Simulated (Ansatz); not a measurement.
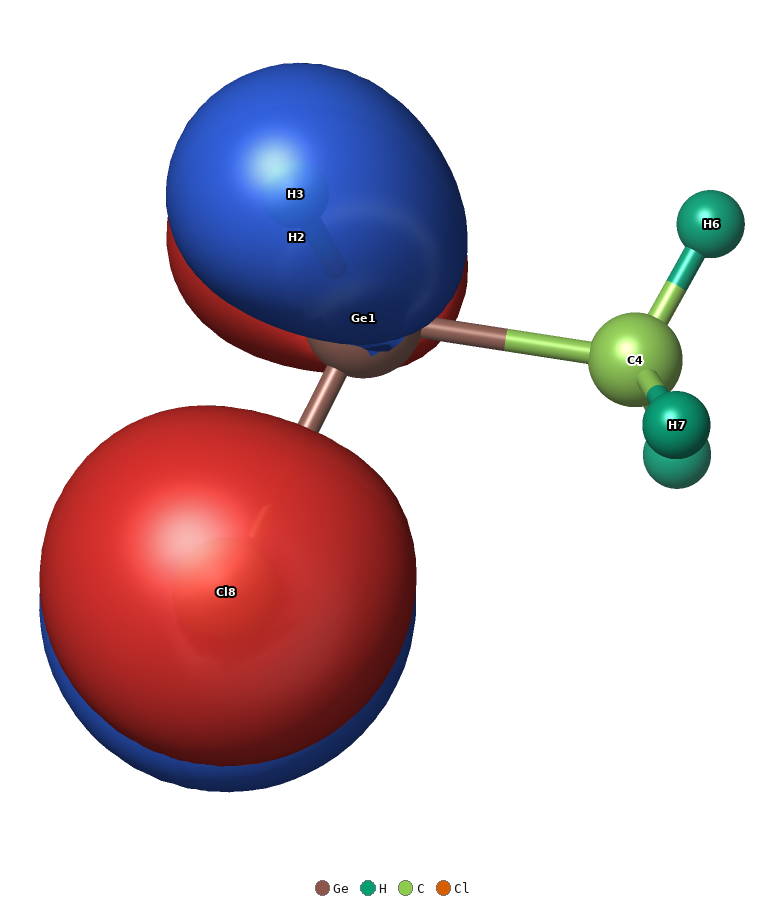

CH5ClGe. The HOMO−1 at ±0.08 Å⁻³ᐟ² (red and blue are the two phases), seen across its widest extent.

The calculation used RKS PBE0-D4/def2-SVP in Ansatz 0.2.0.

```xyz
8

Ge    0.1868    0.0654    0.1634
H    -0.0481   -0.1215    1.6717
H     1.6900    0.1527   -0.1496
C    -0.8079    1.5653   -0.5608
H    -1.8808    1.4367   -0.3609
H    -0.4679    2.5034   -0.0967
H    -0.6546    1.6288   -1.6472
Cl   -0.5439   -1.7371   -0.8053
```

Question: Where does this orbital lie, and at what energy?

Answer: It lies mainly on Cl8 (about 75 %), Ge1 (about 10 %), H2 (about 5 %) and H3 (about 5 %); largely a lone pair of Cl8. Its energy is −8.38 eV.
